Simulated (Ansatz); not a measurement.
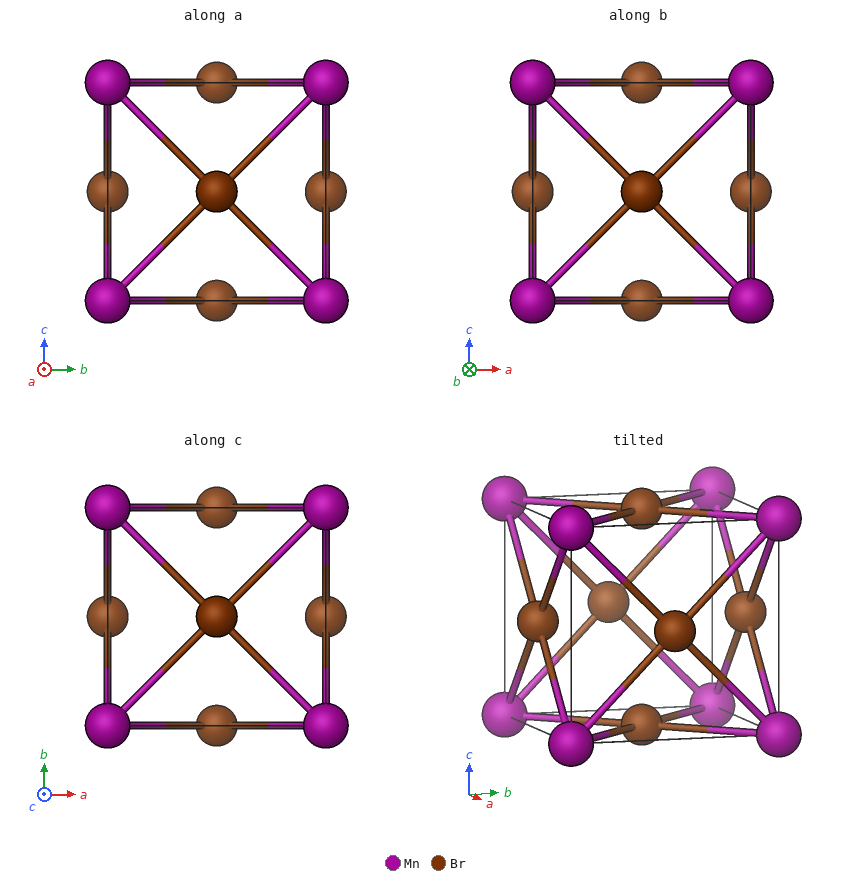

Shown here is a ball-and-stick view of the crystal, taken along the a axis, along the b axis, along the c axis and slightly off an axis. One conventional unit cell is framed, with atoms on its boundary repeated.

Lattice parameters: a = 4.691 Å, b = 4.691 Å, c = 4.691 Å, α = 90.00°, β = 90.00°, γ = 90.00°.

Question: Put the structure into a table of Wyckoff sites.

Answer: Space group Pm-3m (No. 221).
```csv
atom,site,x,y,z
Mn,1a,0.0000,0.0000,0.0000
Br,3c,0.0000,0.5000,0.5000
```

Starting structure: a structure type filled with these elements by a generator (whether the compound takes this form wasn't checked). The final geometry of a relaxation with DFT PBE, scalar-relativistic, plane waves, PAW in Ansatz 0.2.0 is shown.
